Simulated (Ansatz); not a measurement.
# Calculations on CH7BFNOSi

## 1. Relaxation

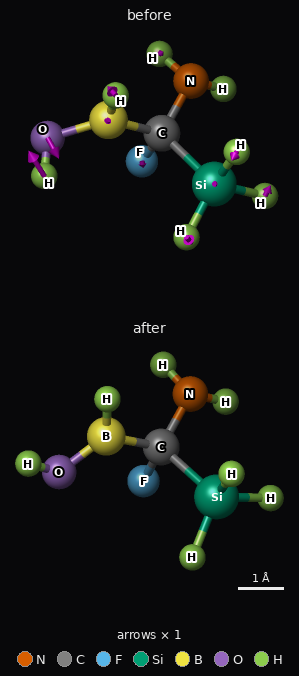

The structure of CH7BFNOSi before (top) and after (bottom) a relaxation, at one scale. The purple arrows give the displacements, at their true length.

Style: ball-and-stick. Shown from a free direction.

The run prepares an end point of a later path (torsion) calculation, from a guessed geometry.

All numbers below come from Ansatz 0.2.0, RKS CAM-B3LYP-D4/6-31G*. (no spin polarisation; force threshold 0.015 eV/Å; at most 40 steps)

**Describe what moved and what it gained.**

The largest move after the best rigid fit is that of an H atom, 0.78 Å. Largest moves by element: H 0.78 Å, O 0.56 Å, F 0.16 Å, B 0.14 Å, Si 0.09 Å, C 0.03 Å. Near-neighbour distances that change, for instance: B–O 1.485 → 1.348 Å, H–Si 1.398 → 1.481 Å, H–N 1.092 → 1.016 Å, C–F 1.371 → 1.433 Å. Among the angles between lasting bonds that change: B–O–H 103.4° → 112.4°, F–C–Si 109.4° → 103.6°, C–N–H 107.5° → 113.1°. Groups turn about B–O by about 90°. After 19 geometry steps the energy has fallen by 132.1 kJ/mol. Largest force component: 3.2 eV/Å at the start, 0.0079 eV/Å at the end. The run took 2.5 min on 2 threads of Intel(R) Xeon(R) Platinum 8259CL CPU @ 2.50GHz (Skylake/Cascade Lake), on a shared host, peak memory 0.32 GiB.

## 2. Relaxation

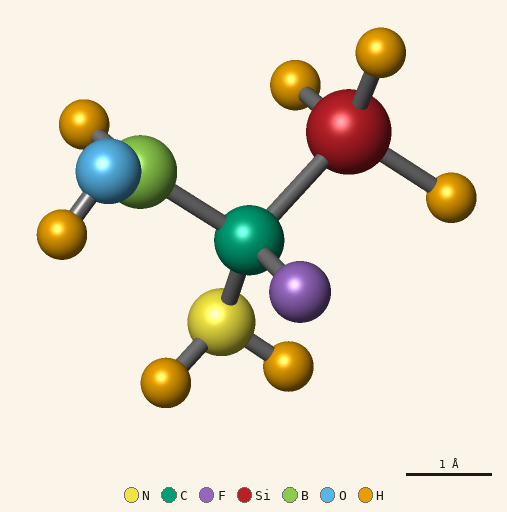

Starting structure of CH₇BFNOSi. The picture is a ball-and-stick view, seen from a free direction.

The run prepares an end point of a later path (torsion) calculation, from a guessed geometry.

All numbers below come from RKS CAM-B3LYP-D4/6-31G* (Ansatz).

Input file:
```yaml
crystal:
  periodic: [false, false, false]
  atoms:
    - { symbol: "N", position_ang: [-1.6859, -0.0165, -0.1387] }
    - { symbol: C, position_ang: [-0.3422, 0.0298, 0.2812] }
    - { symbol: F, position_ang: [-0.307, 0.0662, 1.6513] }
    - { symbol: Si, position_ang: [0.6001, -1.5026, -0.3349] }
    - { symbol: B, position_ang: [0.4179, 1.2955, -0.3386] }
    - { symbol: O, position_ang: [1.0418, 2.2973, 0.5632] }
    - { symbol: H, position_ang: [-2.1847, 0.8703, 0.2574] }
    - { symbol: H, position_ang: [-2.1708, -0.7842, 0.2679] }
    - { symbol: H, position_ang: [0.4691, -1.5464, -1.7578] }
    - { symbol: H, position_ang: [-0.1386, -2.6985, 0.2485] }
    - { symbol: H, position_ang: [1.9212, -1.4966, 0.1233] }
    - { symbol: H, position_ang: [0.4791, 1.47, -1.4747] }
    - { symbol: H, position_ang: [0.34676, 2.90844, 0.72502] }
basis:
  gaussian: { orbitals: "6-31G*" }
hamiltonian:
  xc: cam_b3lyp
  dispersion: d4
relax:
  f_tol: 0.015
  max_steps: 40
```

Run as
```bash
ansatz run input.yaml --threads 2 --pin off --max-ram 3072MiB --backend cpu --events-out ev --progress --plain --runs-dir out
```

Question: Where does the relaxation end?

Answer: The energy falls by 1.599 eV in 15 geometry steps. The largest force component goes from 3.3 to 0.0048 eV/Å. The atom that moves furthest after the best rigid fit is H13 (1.23 Å). Largest moves by element: H 1.23 Å, F 0.30 Å, B 0.28 Å, O 0.26 Å, C 0.19 Å, Si 0.12 Å. Some distances before and after: B5–O6 1.485 → 1.341 Å, C2–F3 1.371 → 1.476 Å, Si4–H11 1.398 → 1.481 Å, N1–H7 1.092 → 1.014 Å. Among the angles between lasting bonds that change: C2–N1–H7 107.5° → 114.8°, F3–C2–Si4 109.4° → 102.7°, Si4–C2–B5 106.0° → 112.4°. Groups turn about B5–O6 by about 90°. The run took 120 s on 2 threads of Intel(R) Xeon(R) Platinum 8259CL CPU @ 2.50GHz (Skylake/Cascade Lake) (shared host), peak memory 0.33 GiB.

The structure at the end:

```xyz
13

N    -1.7593   -0.0156   -0.1350
C    -0.3959    0.1638    0.1586
F    -0.1618    0.3194    1.6077
Si    0.5819   -1.4179   -0.2557
B     0.2485    1.4606   -0.4891
O     0.9401    2.2754    0.3212
H    -2.3396    0.8020    0.0187
H    -2.1791   -0.8234    0.3126
H     0.6737   -1.6164   -1.7214
H    -0.1534   -2.5527    0.3583
H     1.9426   -1.3330    0.3230
H     0.1697    1.7169   -1.6515
H     0.8792    1.9138    1.2256
```

The end point in the same view:

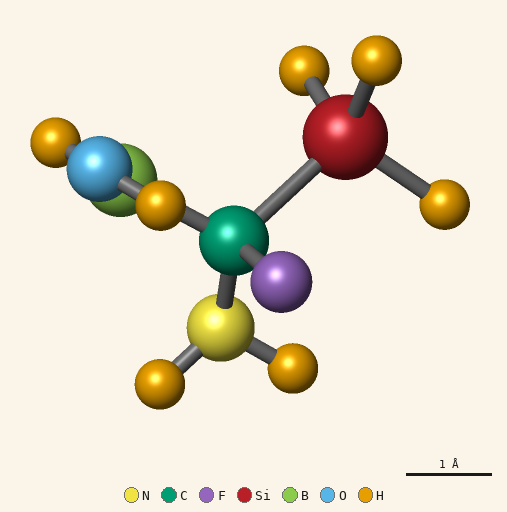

## 3. Path

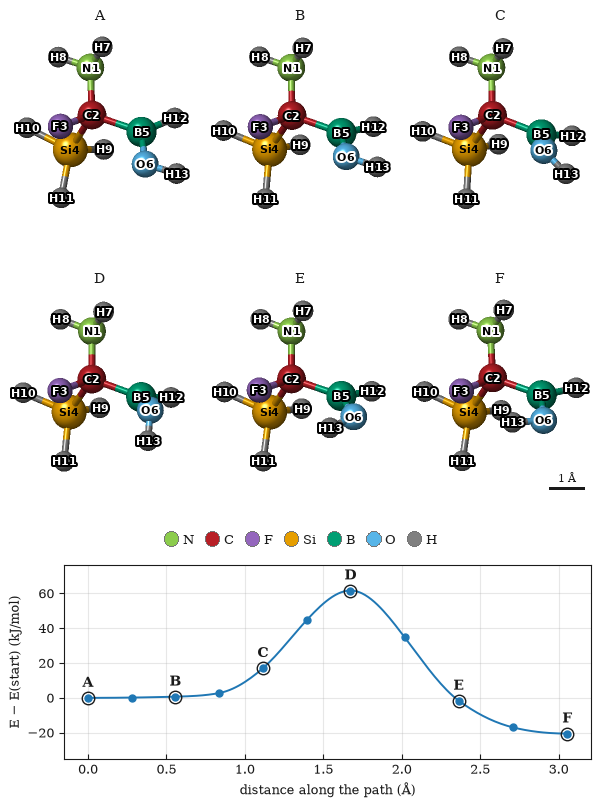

A nudged-elastic-band calculation for CH$_{7}$BFNOSi. Images are numbered from 0 (start) to 10 (end). Frames A to F are images 0, 2, 4, 6, 8, 10. The picture is a ball-and-stick view, seen from a free direction.

Computed with RKS CAM-B3LYP-D4/6-31G* (Ansatz). Settings: 9 movable images; climbing image; force threshold 0.05 eV/Å; iteration limit 18; starting path through a guess of the saddle point.

**Read off the barrier and say what moves.**

The energy climbs by 61.7 kJ/mol to image 6 and then falls by 82.2 kJ/mol, so the end point sits at −20.5 kJ/mol. The motion is a rotation about the B5–O6 bond by about 180°. No bond forms or breaks between the ends. Among the angles between lasting bonds that change up to the highest image: B5–O6–H13 112.4° → 126.3°, C2–B5–O6 118.1° → 120.6°. The band converged in 17 iterations. The largest component of the band force went from 480 to 0.046 eV/Å. The climbing image converged on the top of the path. Its vibrational analysis gives 2 imaginary modes over 30i cm⁻¹, so it isn't confirmed as a transition state.
